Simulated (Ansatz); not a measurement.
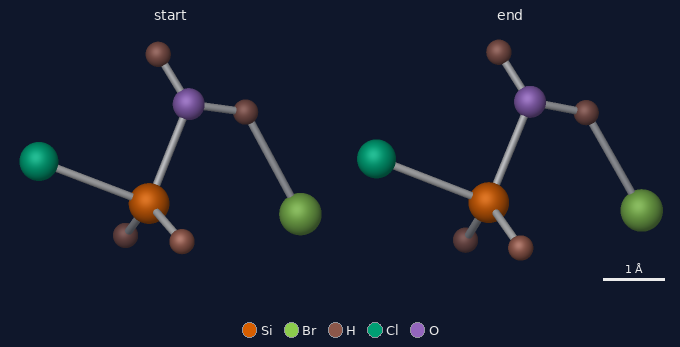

The structure of SiH$_{4}$OBrCl before (left) and after (right) a saddle-point search, at one scale.

Style: ball-and-stick. Shown from a free direction.

Theory: RKS PBE0-D4/def2-SVP in Ansatz.

The input:
```yaml
crystal:
  periodic: [false, false, false]
  atoms:
    - {symbol: Si, position_ang: [-0.235600, -0.226100, -0.684800]}
    - {symbol: Br, position_ang: [2.097400, -1.105900, 0.339500]}
    - {symbol: H, position_ang: [0.603200, 0.467000, -1.635500]}
    - {symbol: H, position_ang: [-0.656300, -1.604300, -0.592400]}
    - {symbol: Cl, position_ang: [-2.047300, 0.743200, -0.980600]}
    - {symbol: H, position_ang: [0.877600, 0.114700, 1.269500]}
    - {symbol: O, position_ang: [-0.059900, 0.444500, 0.950400]}
    - {symbol: H, position_ang: [-0.579100, 1.166900, 1.334000]}
basis:
  gaussian: {orbitals: def2-SVP}
hamiltonian: {xc: pbe0, dispersion: d4}
saddle:
  max_steps: 4
  mode_guess:
    - [-0.3692, 0.1833, -0.0122]
    - [0.2565, 0.1688, 0.4199]
    - [-0.0187, 0.0004, 0.1696]
    - [0.0341, 0.0767, 0.0948]
    - [-0.2574, 0.0450, -0.1814]
    - [0.1882, -0.4481, -0.3565]
    - [-0.0167, -0.0103, -0.1245]
    - [0.1830, -0.0158, -0.0096]
```

Launched with:
```bash
ansatz run in.yaml --threads 4 --pin off --events-out ev --progress --plain --max-ram 9574MiB
```

Describe what moved and what it gained.

Answer. The relaxation stopped without meeting its thresholds, so the last structure isn't shown to be converged. The input was poor on purpose: too few steps. H4 moves most after the best rigid fit: 0.11 Å. By element the largest moves are H 0.11 Å, Br 0.07 Å, Cl 0.06 Å, O 0.05 Å, Si 0.02 Å. Among the contacts that change: Br2–H6 1.960 → 1.910 Å, Si1–Cl5 2.076 → 2.119 Å, Si1–Br2 2.696 → 2.728 Å, Si1–O7 1.776 → 1.808 Å. Bond angles that change, for instance: H3–Si1–H4 132.0° → 123.9°, H3–Si1–O7 111.5° → 115.3°, H4–Si1–O7 109.3° → 112.8°. After 3 geometry steps the energy has fallen by 1.58 kcal/mol. The largest force component goes from 0.71 to 0.18 eV/Å. Cost: 18 s on 4 threads of Intel Xeon @ 2.70GHz (shared host).
